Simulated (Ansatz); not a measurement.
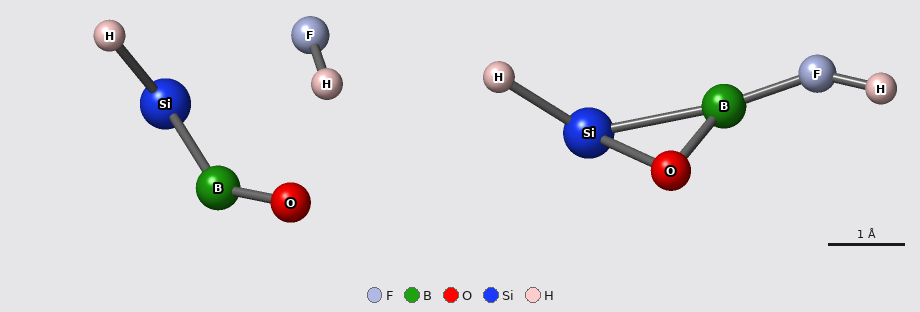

Two geometries of BSiH2OF, drawn at one scale. One is the start of a relaxation, the other its converged end. Style: ball-and-stick. Shown at a tilt.

Level of theory: Ansatz 0.2.0, RKS PBE-D4/def2-SVP. Set-up: force threshold 0.03 eV/Å; at most 250 steps.

### Which of the two is the end point?

The left one is the relaxed one. It is one of the separated reactants of a reaction. The B atom moves most after the best rigid fit: 1.34 Å. Largest moves by element: B 1.34 Å, H 1.24 Å, O 1.24 Å, F 0.92 Å, Si 0.81 Å. Some distances before and after: O–Si 1.751 → 3.132 Å, B–F 1.307 → 2.508 Å, F–Si 3.173 → 2.226 Å, B–Si 1.887 → 2.045 Å. Bonds break, among them: B–F (1.31 → 2.51 Å), O–Si (1.75 → 3.13 Å). Bond angles that change, for instance: O–B–Si 63.0° → 144.8°, B–Si–H 124.7° → 88.4°. Groups turn about B–Si by about 175°. The energy falls by 385.8 kJ/mol in 25 accepted moves (27 points after the start). Largest force component: 6.6 eV/Å at the start, 0.0063 eV/Å at the end. The line search rejected the trial steps at points 12, 19 of the run.
